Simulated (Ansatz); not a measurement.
# CH3Cl3Si (SMILES C[Si](Cl)(Cl)Cl): revPBE/cc-pVDZ

What is the electronic atomisation energy of CH3Cl3Si at revPBE/cc-pVDZ? 

The calculation is run with Ansatz 0.2.0.

80 further runs of the same task are left out: 6 that didn't finish, 74 set aside as unsound or not needed.

### Step 1. The molecule

The species is CH3Cl3Si (8 atoms), meant as a singlet with charge 0. As SMILES, `C[Si](Cl)(Cl)Cl`. The shape is that of a PBE0-D4/def2-TZVP optimisation.

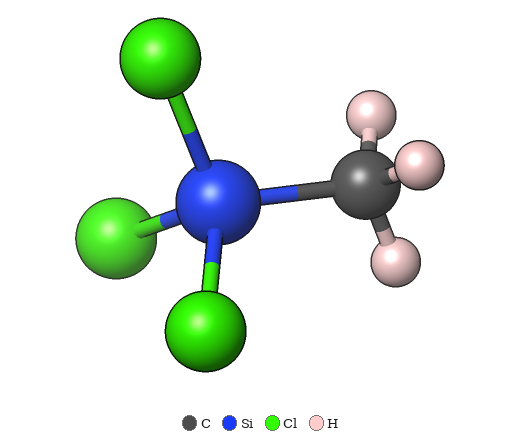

The structure, seen from a chosen angle (carbon dark grey, silicon blue, chlorine green, hydrogen pink).

### Step 2. The energy at revPBE/cc-pVDZ

Input file run.yaml:

```yaml
crystal:
  periodic: [false, false, false]
  atoms:
    - {symbol: C, position_ang: [-0.728900, -0.279600, 0.686100]}
    - {symbol: Si, position_ang: [0.568900, 0.197900, -0.528700]}
    - {symbol: Cl, position_ang: [2.360400, -0.640000, -0.033600]}
    - {symbol: Cl, position_ang: [0.065900, -0.429500, -2.402200]}
    - {symbol: Cl, position_ang: [0.801200, 2.223000, -0.573800]}
    - {symbol: H, position_ang: [-0.844500, -1.365200, 0.700800]}
    - {symbol: H, position_ang: [-0.448300, 0.061100, 1.684800]}
    - {symbol: H, position_ang: [-1.682600, 0.175200, 0.410800]}
basis:
  gaussian:
    orbitals: cc-pVDZ
output: {orbitals: {seedname: orbitals}}
accuracy: high
hamiltonian:
  xc: {name: revPBE}
```

Run with:

```bash
ansatz run run.yaml --threads 1 --pin off --max-ram 3480MiB --events-out events.jsonl --progress --plain --runs-dir runs
```

The log of the run:

```text
Warning: RAYON_NUM_THREADS=1 ignored (pool sized by the plan → 1); use --threads N
Functional definition: revPBE
  name "revPBE"
  parameter kappa = 1.245
  parameter beta = 0.06672455060314922
  exchange = pbe_x(kappa = kappa, mu = beta*pi^2/3)
  correlation = pbe_c(beta = beta)
2365 factors; integrals over basis functions are off by at most 3.4e-9 eV
mean field evaluation 1: about -46520.9368 eV, gradient 5.1e1 eV
mean field evaluation 2: about -46513.4690 eV, gradient 6.8e1 eV
mean field evaluation 4: about -46527.2823 eV, gradient 3.7e0 eV
mean field evaluation 8: about -46527.3122 eV, gradient 3.2e-2 eV
mean field evaluation 16: about -46527.3122 eV, gradient 4.1e-6 eV
mean field -46527.31217776 eV, -1709.8471851876 hartree, gradient 6.3e-8 eV, S^2 0.000000; 0 other end points of the search recorded, 0 dependent functions left out
reference -46527.31218166 eV, -1709.8471853310 hartree; 37, 37 occupied and 64, 64 virtual orbitals, 2365 factors
Total energy: -46527.31218166 eV, -1709.8471853310 hartree
```

Run time: 11 s. Hardware: 1 thread of Arm Neoverse V1, shared host; peak memory 0.3 GiB.

### Step 3. The C atom

Input file in.yaml:

```yaml
basis:
  gaussian:
    orbitals: cc-pVDZ
crystal:
  periodic: [false, false, false]
  atoms:
    - symbol: C
      position_ang: [0.000000, 0.000000, 0.000000]
total_charge: 0
magnetization:
  spin_polarized: true
  initial_magnetization: 2
hamiltonian:
  xc: {name: revPBE}
accuracy: high
```

Run the same way, it converges to -37.83850 Eh (log not shown).

### Step 4. The Cl atom

Input file job.yaml:

```yaml
basis:
  gaussian: {orbitals: cc-pVDZ}
crystal:
  periodic: [false, false, false]
  atoms:
    - {symbol: Cl, position_ang: [0.000000, 0.000000, 0.000000]}
magnetization: {spin_polarized: true, initial_magnetization: 1}
hamiltonian: {xc: {name: revPBE}}
accuracy: high
```

Run with:

```bash
ansatz run job.yaml --threads 1 --pin off --max-ram 3480MiB --events-out events.jsonl --progress --plain --runs-dir runs
```

The log of the run:

```text
Warning: RAYON_NUM_THREADS=1 ignored (pool sized by the plan → 1); use --threads N
Functional definition: revPBE
  name "revPBE"
  parameter kappa = 1.245
  parameter beta = 0.06672455060314922
  exchange = pbe_x(kappa = kappa, mu = beta*pi^2/3)
  correlation = pbe_c(beta = beta)
141 factors; integrals over basis functions are off by at most 3.0e-9 eV
mean field evaluation 1: about -12518.7178 eV, gradient 3.5e0 eV
mean field evaluation 2: about -12518.7788 eV, gradient 1.8e0 eV
mean field evaluation 4: about -12518.7952 eV, gradient 3.9e-1 eV
mean field evaluation 8: about -12518.7964 eV, gradient 5.8e-4 eV
mean field evaluation 16: about -12518.7965 eV, gradient 8.1e-2 eV
mean field evaluation 32: about -12518.7964 eV, gradient 3.7e-5 eV
mean field -12518.79638401 eV, -460.0572815673 hartree, gradient 2.2e-8 eV, S^2 0.751801; 2 other end points of the search recorded, 0 dependent functions left out
reference -12518.79638595 eV, -460.0572816385 hartree; 9, 8 occupied and 9, 10 virtual orbitals, 141 factors
Total energy: -12518.79638595 eV, -460.0572816385 hartree
```

Wall time 0.87 s (1 thread of Arm Neoverse V1, shared host).

### Step 5. The H atom, same level

Input file input.yaml:

```yaml
crystal:
  periodic: [false, false, false]
  atoms:
    - {symbol: H, position_ang: [0.000000, 0.000000, 0.000000]}
basis:
  gaussian: {orbitals: cc-pVDZ}
magnetization: {spin_polarized: true, initial_magnetization: 1}
hamiltonian: {xc: {name: revPBE}}
accuracy: high
```

Run with:

```bash
ansatz run input.yaml --threads 1 --pin off --max-ram 3480MiB --events-out events.jsonl --progress --plain --runs-dir runs
```

The log of the run:

```text
Warning: RAYON_NUM_THREADS=1 ignored (pool sized by the plan → 1); use --threads N
Functional definition: revPBE
  name "revPBE"
  parameter kappa = 1.245
  parameter beta = 0.06672455060314922
  exchange = pbe_x(kappa = kappa, mu = beta*pi^2/3)
  correlation = pbe_c(beta = beta)
15 factors; integrals over basis functions are off by at most 4.6e-8 eV
mean field evaluation 1: about -13.6910 eV, gradient 3.7e-1 eV
mean field evaluation 2: about -13.6908 eV, gradient 3.7e-1 eV
mean field evaluation 4: about -13.6925 eV, gradient 1.8e-5 eV
mean field evaluation 8: about -13.6925 eV, gradient 1.8e-10 eV
mean field -13.69253579 eV, -0.5031914091 hartree, gradient 1.4e-10 eV, S^2 0.750000; 0 other end points of the search recorded, 0 dependent functions left out
reference -13.69253803 eV, -0.5031914914 hartree; 1, 0 occupied and 4, 5 virtual orbitals, 15 factors
Total energy: -13.69253803 eV, -0.5031914914 hartree
```

Wall time 0.12 s (1 thread of Arm Neoverse V1, shared host).

### Step 6. The Si atom, same level

Input file in.yaml:

```yaml
crystal:
  periodic: [false, false, false]
  atoms:
    - {symbol: Si, position_ang: [0.000000, 0.000000, 0.000000]}
basis:
  gaussian: {orbitals: cc-pVDZ}
magnetization: {spin_polarized: true, initial_magnetization: 2}
hamiltonian: {xc: {name: revPBE}}
accuracy: high
```

Run the same way, it converges to -289.31204 Eh (log not shown).

### Step 7. Results

Level: revPBE/cc-pVDZ.

| quantity | value |
| --- | --- |
| molecule: total energy | -1709.84719 Eh |
| molecule: HOMO energy | -7.58 eV |
| molecule: LUMO energy | -0.47 eV |
| molecule: HOMO–LUMO gap | 7.12 eV |
| C atom: total energy | -37.83850 Eh |
| C atom: ⟨S²⟩ | 2.002 |
| Cl atom: total energy | -460.05728 Eh |
| Cl atom: ⟨S²⟩ | 0.752 |
| H atom: total energy | -0.50319 Eh |
| H atom: ⟨S²⟩ | 0.750 |
| Si atom: total energy | -289.31204 Eh |
| Si atom: ⟨S²⟩ | 2.004 |
| electronic atomisation energy | 27.626 eV |

In words: Taking the molecule apart into free atoms costs 27.63 eV (2665 kJ/mol), before zero-point energy and without spin-orbit coupling.
